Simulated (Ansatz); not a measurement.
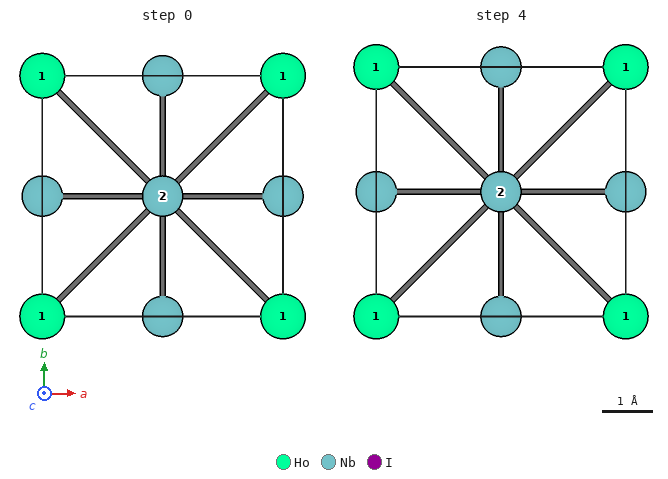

The structure of a crystal of HoNb₃I (a generated structure, set up in Pm-3m) (coarse preliminary run) before (left) and after (right) a relaxation, at one scale.

Style: ball-and-stick. Shown: the cell of the calculation, along the c axis.

The calculation used DFT PBE, scalar-relativistic, plane waves, PAW; 4f electrons in the core of a trivalent norm-conserving potential (Ansatz). (plane-wave cutoff 690 eV; k-point mesh 4 × 4 × 4; occupations gaussian; smearing width 0.1 eV; no spin polarisation; cell and atoms relaxed; force threshold 0.04 eV/Å; at most 70 steps)

**What changed between the two?**

Over 3 accepted moves (4 points after the start) the energy falls by 101 meV per atom. All forces vanish by symmetry, so only the cell relaxes. The pressure goes from 13.58 to 0.05 GPa. At 1 point the geometry stayed and the basis and grid were re-selected for the new cell (energy shift of 0.1 meV per atom at most each time). The atoms keep their places relative to the cell (all moves are under 0.005 Å). Cell: a = b = c 4.876 → 5.052 Å (+3.6 %). Volume +11.3 %. Among the contacts that change: Ho–I 4.222 → 4.375 Å, Ho–Nb 3.448 → 3.572 Å, I–Nb 2.438 → 2.526 Å. The space group stays Pm-3m (No. 221). The run took 41 s on 1 thread of Arm Neoverse V1, with other jobs on the host, peak memory 0.47 GiB.
